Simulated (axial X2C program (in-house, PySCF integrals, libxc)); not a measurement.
Run report: TeZn⁺, relativistic diatomic calculation

- system: TeZn⁺, single determinant with Ω = 3/2. The distance is the PBE0 minimum at charge 1.
- method: expectation values, HF and Kohn-Sham, two-component X2C with atomic mean-field Coulomb and Gaunt terms, Te dyall-cv3z, Zn dyall-cv3z (cores contracted) (axial X2C program (in-house, PySCF integrals, libxc))

**Summary**

| quantity | value |
| --- | --- |
| outcome | converged; the levels of theory disagree widely |
| hardware | 1 thread of Arm Neoverse N1, 98 GiB of memory available, shared host |
| wall time | 14 s |
| peak memory | 0.5 GiB |

**The input**
```
{"zs": [52, 30], "q": 1, "bas": ["dyall-cv3z", "dyall-cv3z"], "r0": 2.48, "levels": ["PBE0", "HF", "B3LYP", "BHandHLYP", "LDA"], "nst": 3}
```

The line is the task of a batch: nuclear charges, charge, bases, the levels to run, a first guess of the distance and further settings. This report covers the levels named above. The log is that of the reference distance.

Launched within a batch (the task file carries these settings):
```bash
python <driver script> task.json out
```

**Output**
```
two-component X2C + atomic mean field  PBE0
basis functions 232  fitting functions 1195  grid points 5801
iter        total energy     max residual
   1      -8585.492424250     5.89e-01
   2      -8585.517974604     7.23e-04
   3      -8585.517978857     7.12e-04
   4      -8585.517982586     3.34e-04
   5      -8585.517983966     1.69e-04
   6      -8585.517984277     7.71e-05
   7      -8585.517984406     4.90e-05
   8      -8585.517984481     2.59e-05
   9      -8585.517984498     1.54e-05
  10      -8585.517984500     9.73e-06
converged
one-electron -12457.29969407  Coulomb 3794.35958743  exact exchange -61.22160767  xc functional -187.60640978  nuclear repulsion 330.86831625  atomic mean-field constant -4.61817666
```

**Expectation values by level of theory**

| quantity | PBE0 | HF | B3LYP | BHandHLYP | LDA |
| --- | --- | --- | --- | --- | --- |
| effective field for an electron dipole moment (GV/cm) | 1.69 | 9.17 | 1.48 | 2.01 | 1.14 |
| field gradient at the first nucleus (a.u.) | 6.90 | −1.46 | 7.25 | 7.18 | 7.19 |
| field gradient at the second nucleus (a.u.) | −0.0560 | −0.900 | 0.0150 | −0.143 | 0.119 |
| A∥/gI, first nucleus (MHz) | 601 | 449 | 637 | 631 | 657 |
| A∥/gI, second nucleus (MHz) | −28.0 | 1000 | −7.88 | −15.5 | −8.09 |

Each column comes from one determinant, in a basis with contracted cores. The levels disagree widely: the effective field runs from 1.14 to 9.17 GV/cm, A∥/gI at the second nucleus runs from −28.0 to 1000 MHz, the field gradient at the first nucleus runs from −1.46 to 7.25 a.u. and the field gradient at the second nucleus runs from −0.900 to 0.119 a.u. They may not all have settled in the same state, and these values aren't reliable properties of the molecule.

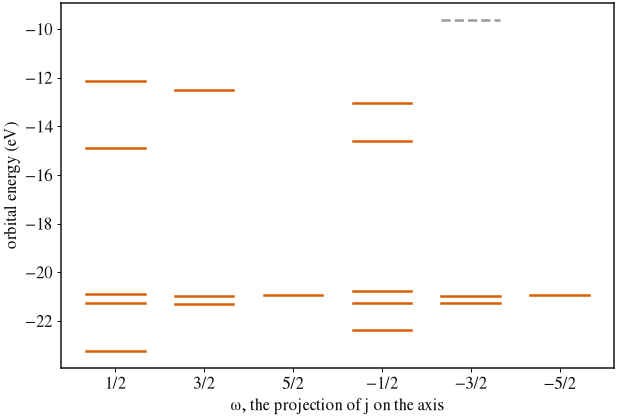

**Figure 1.** Orbital energies (PBE0) near the frontier at 2.50 Å, filled (solid) and empty (dashed). The highest filled spinor (1/2; 84 % Te p, 7 % Zn p) lies at −12.14 eV, the lowest empty one (−3/2; 87 % Te p, 11 % Zn p) at −9.62 eV.
